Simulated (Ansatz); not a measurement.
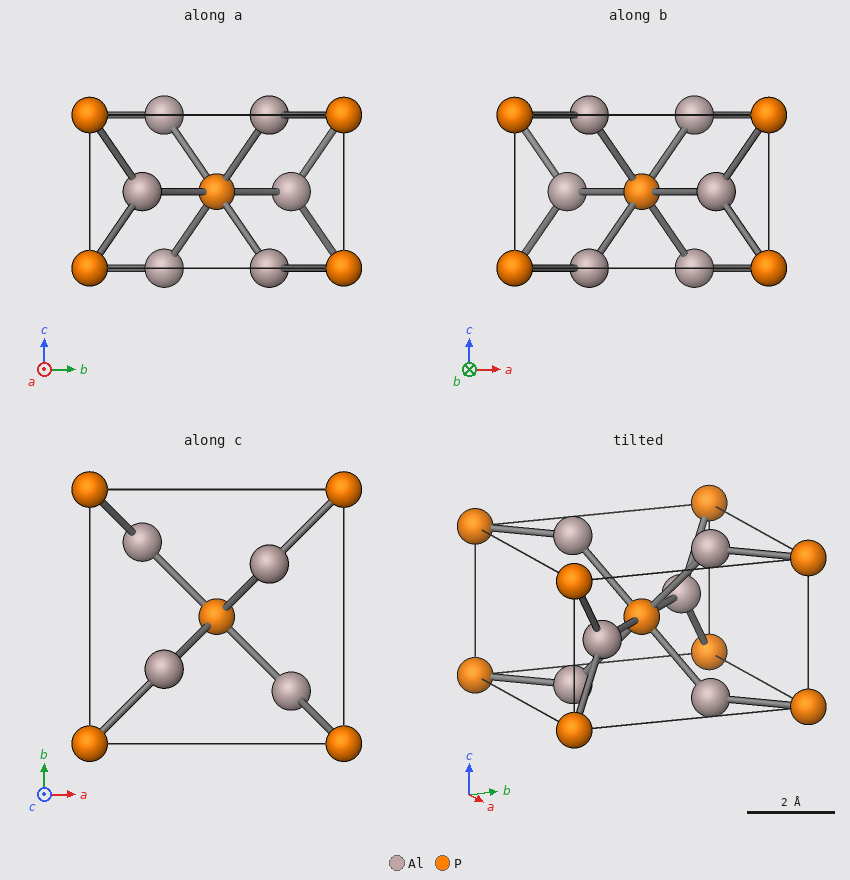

A ball-and-stick rendering, viewed along the a axis, along the b axis, along the c axis and slightly off an axis. The parallelepiped is the conventional unit cell.

Lattice parameters: a = 5.881 Å, b = 5.881 Å, c = 3.545 Å, α = 90.00°, β = 90.00°, γ = 90.00°.

Q: Express the structure as a table of Wyckoff sites, with free fractional coordinates to two decimals.

A: Space group P4_2/mnm (No. 136).
```tsv
atom	site	x	y	z
Al	4f	0.29	0.29	0.00
P	2a	0.00	0.00	0.00
```

Starting structure: a structure type filled with these elements by a generator (whether the compound takes this form wasn't checked). The picture shows the end point of a geometry optimisation with Ansatz 0.2.0, DFT PBE, scalar-relativistic, plane waves, PAW.
